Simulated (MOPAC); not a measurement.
Breaking a bond: AlN, triplet.

Methods: AM1, unrestricted, heats of formation (MOPAC).

Energies are in kcal/mol, each relative to the lowest point of its own curve near equilibrium.

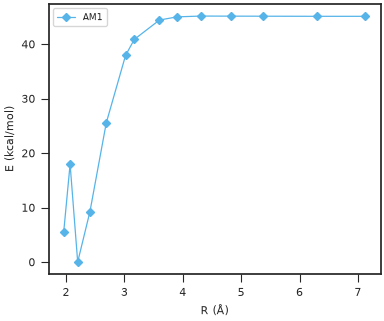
Figure. Energy against bond length for each method.

| R / Å | AM1 |
|---|---|
| 1.96 | 5.4 |
| 2.07 | 18.0 |
| 2.20 | 0.0 |
| 2.41 | 9.3 |
| 2.69 | 25.6 |
| 3.02 | 37.9 |
| 3.17 | 40.9 |
| 3.60 | 44.4 |
| 3.90 | 45.0 |
| 4.31 | 45.1 |
| 4.82 | 45.1 |
| 5.37 | 45.1 |
| 6.30 | 45.1 |
| 7.13 | 45.1 |

The scan ran from 1.42 to 7.13 Å; beyond the distances shown full CI changes its symmetry label.
